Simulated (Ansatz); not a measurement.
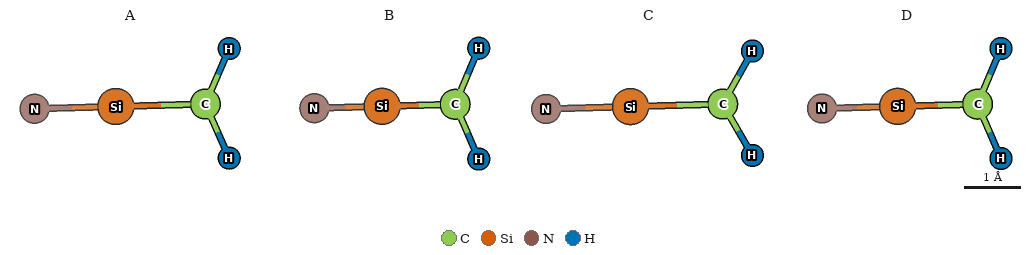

4 geometries from one relaxation of CH2NSi (multiplicity 2), in shuffled order. A ball-and-stick model, seen from a free direction.

It is one of the separated reactants of a reaction.

The calculation used UKS PBE-D4/def2-SVP (Ansatz). Set-up: force threshold 0.03 eV/Å; at most 250 steps.

Question: Put them in the order of the run, from the start to the converged end.

Answer: B, D, A, C. They are steps 0, 1, 2, 6, at +740.1 kJ/mol, +201.0 kJ/mol, +21.5 kJ/mol relative to the last. The largest move after the best rigid fit is that of the N atom, 0.52 Å. By element the largest moves are N 0.52 Å, H 0.29 Å, Si 0.20 Å, C 0.16 Å. Near-neighbour distances that change, for instance: C–Si 1.398 → 1.764 Å, N–Si 1.296 → 1.616 Å. Among the angles between lasting bonds that change: H–C–H 131.4° → 117.8°, Si–C–H 114.3° → 121.1°. After 5 accepted moves (6 points after the start) the energy has fallen by 740.1 kJ/mol. Largest force component: 24 eV/Å at the start, 0.0059 eV/Å at the end. The line search rejected the trial step at point 5 of the run.
